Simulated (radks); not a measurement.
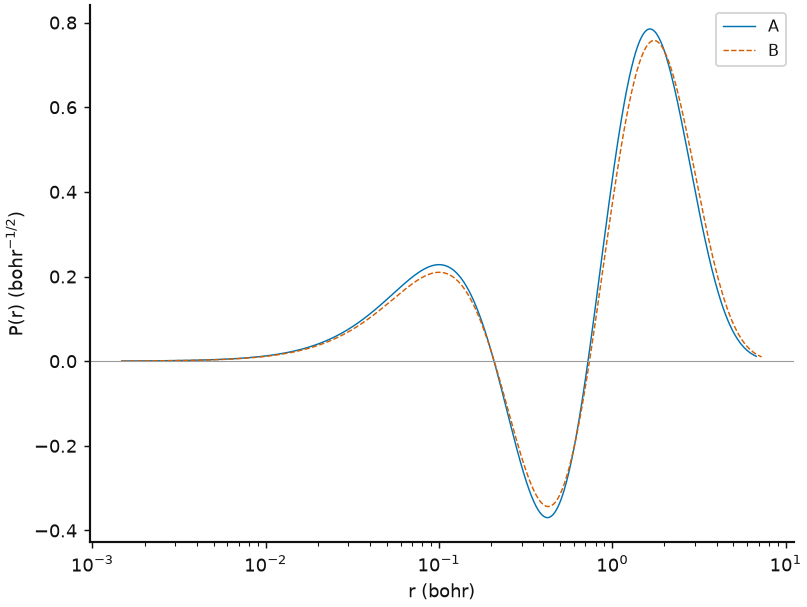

The Se⁺ ion was computed in two configurations: [Ar] 3d10 4s2 4p3 (high spin); [Ar] 3d9 4s2 4p4 (high spin). Computed with the in-house radial solver radks: scalar-relativistic Kohn-Sham, LDA (Slater exchange, Perdew-Wang correlation), spin-polarised, spherical densities, point nucleus.

The plot shows P(r) = r R(r) of the 4p up orbital in both runs (large components where relativistic).

Question: Assign A and B.

Answer: A is [Ar] 3d9 4s2 4p4 (high spin) (⟨r⟩ = 1.98 bohr, eigenvalue −18.1 eV); B is [Ar] 3d10 4s2 4p3 (high spin) (⟨r⟩ = 2.10 bohr, eigenvalue −16.4 eV). The orbital is smaller where the other electrons screen the nucleus less.
